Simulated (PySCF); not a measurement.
The calculation's input:

```
{"job": {"kind": "nmr", "xc": "PBE0", "basis": "pcSseg-1"}, "charge": 0, "multiplicity": 1}
C     -1.898747    -1.467735     0.394128
C     -1.148667    -0.200047     0.800685
O     -1.587128     0.826444    -0.068259
C     -1.041325     2.086488     0.143977
O      0.121353     2.320149    -0.576020
Si     1.457227     1.393412    -0.668513
C      0.899573    -0.424435    -0.446181
C      1.989363    -1.479776    -0.365261
O      0.231093    -0.348145     0.838852
H     -2.963602    -1.308235     0.526613
H     -1.567087    -2.292987     1.017385
H     -1.709617    -1.699826    -0.649771
H     -1.410369     0.068619     1.841104
H     -1.785415     2.807988    -0.215029
H     -0.852653     2.247662     1.218551
H      2.355050     1.684855     0.449745
H      1.950656     1.729203    -1.994848
H      0.170803    -0.719255    -1.207406
H      2.527417    -1.511599    -1.308580
H      1.565891    -2.461474    -0.161422
H      2.687263    -1.234362     0.429779
```

Run with:

```sh
OMP_NUM_THREADS=1 python probes_run.py task.json out
```

Geometry: GFN2-xTB.

These are results of PySCF 2.14.0, PBE0/pcSseg-1, SCF density, gas phase, non-relativistic, not measurements.

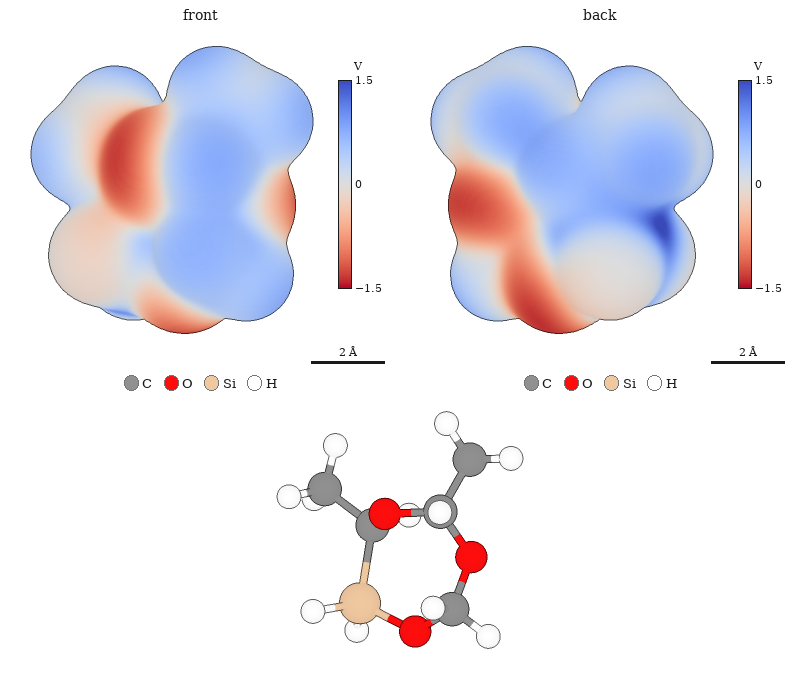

C$_{5}$H$_{12}$O$_{3}$Si. The electrostatic potential painted on the density surface at 0.002 e/bohr³, seen from the front and from behind; the colour scale runs from red (negative) to blue (positive). The bare structure is drawn below in the same view.

Q: Describe the electrostatic potential map.

A: The most negative region (about −1.3 V) lies over O3, O5 and O9, the most positive (about +1.3 V) over Si6.

Q: How polar is the molecule by this calculation?

A: Its dipole moment is 1.29 D.
